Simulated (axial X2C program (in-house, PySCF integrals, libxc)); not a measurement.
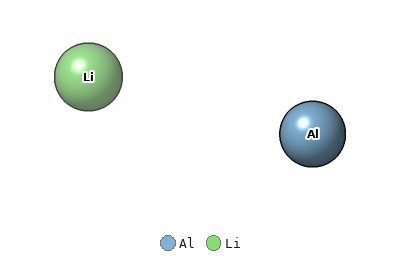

Fig. 1: The molecule at the reference distance of 2.638 Å.

AlLi: relativistic diatomic calculation

AlLi, single determinant with Ω = 2. Computed at this level: PBE0, two-component X2C with atomic mean-field Coulomb and Gaunt terms, Al dyall-v3z, Li dyall-cv3z (cores contracted) (axial X2C program (in-house, PySCF integrals, libxc)).

### Input file
```
{"zs": [13, 3], "q": 0, "bas": ["dyall-v3z", "dyall-cv3z"], "levels": ["PBE0", "HF", "B97-3"], "cc": true, "r0": 2.59, "thr": -2.0, "nmax": 90, "npts": 10, "nst": 2, "ntry": 6}
```

The line is the task of a batch: nuclear charges, charge, bases, the levels to run, a first guess of the distance and further settings. This report covers PBE0 with spin-orbit coupling. The log is that of the reference distance 2.638 Å.

Hardware: 1 thread of Arm Neoverse V1, 24 GiB of memory available, shared host.

The run was one of a batch that the task file lists, launched with:
```bash
python <driver script> task.json out
```

### Log
```
two-component X2C + atomic mean field  PBE0
basis functions 90  fitting functions 494  grid points 4364
iter        total energy     max residual
   1       -250.015585530     6.21e-01
   2       -250.165569915     7.48e-03
   3       -250.165872276     1.94e-03
   4       -250.165954101     4.23e-04
   5       -250.165958749     1.02e-04
   6       -250.165959012     4.19e-05
   7       -250.165959061     1.35e-05
   8       -250.165959070     3.46e-06
   9       -250.165959071     9.59e-07
converged
one-electron -363.04883201  Coulomb 125.44989365  exact exchange -4.98082694  xc functional -15.38131920  nuclear repulsion 7.82331737  atomic mean-field constant -0.02819194
```

### The points of the curve

| R (Å) | E (hartree) | dipole (D; origin at the first atom, positive when the second is positive) | highest filled (eV) | lowest empty (eV) |
| --- | --- | --- | --- | --- |
| 2.295 | −250.158851 | 4.12 | −3.74 | −2.26 |
| 2.401 | −250.162966 | 4.25 | −3.66 | −2.19 |
| 2.480 | −250.164764 | 4.33 | −3.60 | −2.15 |
| 2.559 | −250.165704 | 4.41 | −3.56 | −2.11 |
| 2.638 | −250.165959 | 4.47 | −3.51 | −2.08 |
| 2.730 | −250.165593 | 4.54 | −3.47 | −2.05 |
| 2.823 | −250.164686 | 4.58 | −3.44 | −2.02 |
| 2.941 | −250.162973 | 4.61 | −3.40 | −1.98 |
| 3.087 | −250.160370 | 4.61 | −3.37 | −1.95 |
| 3.297 | −250.156195 | 4.50 | −3.35 | −1.92 |

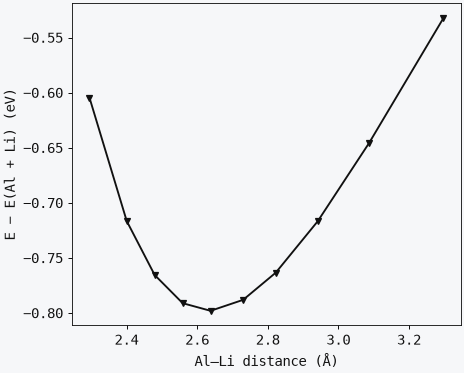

Fig. 2: Energy at 10 bond lengths, for one set of occupations held fixed; the line joins the points. A polynomial of degree 6 through 9 points gives rₑ = 2.633 Å, ωₑ = 338.6 cm⁻¹, ωₑxₑ = 3.3 cm⁻¹ and Bₑ = 0.4367 cm⁻¹. The minimum lies 0.80 eV below Al + Li, each computed as one determinant at the same level.

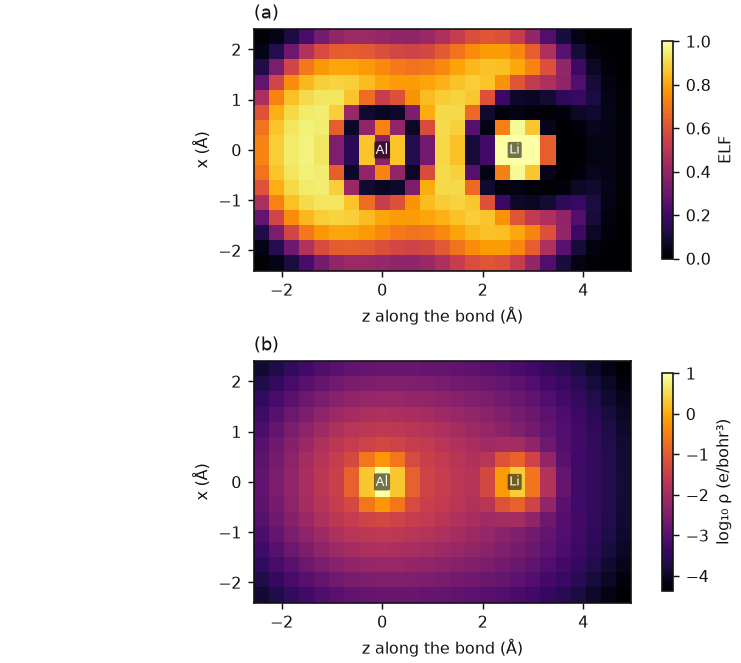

Fig. 3: (a) electron localisation function; (b) electron density on a logarithmic scale, in a plane that holds the axis, at 2.64 Å, on points 0.3 Å apart (one half computed, the other mirrored); the structure near the nuclei is finer than these points.

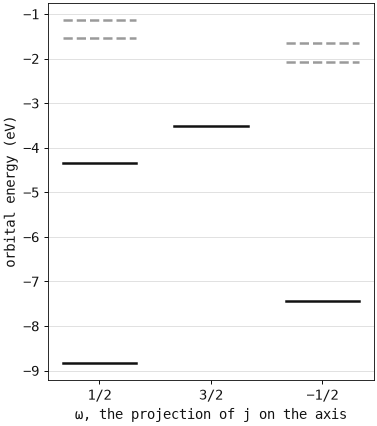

Fig. 4: Orbital energies near the frontier at 2.64 Å, filled (solid) and empty (dashed). The highest filled spinor (3/2; 71 % Al p, 25 % Li p) lies at −3.51 eV, the lowest empty one (−1/2; 65 % Al p, 31 % Li p) at −2.08 eV.

### Key numbers

| quantity | value |
| --- | --- |
| outcome | converged |
| bond length rₑ | 2.633 Å |
| ωₑ | 338.6 cm⁻¹ |
| energy at the minimum | −250.16596 hartree |
| depth below the fragments | 0.80 eV |
| wall time | 1.5 s |
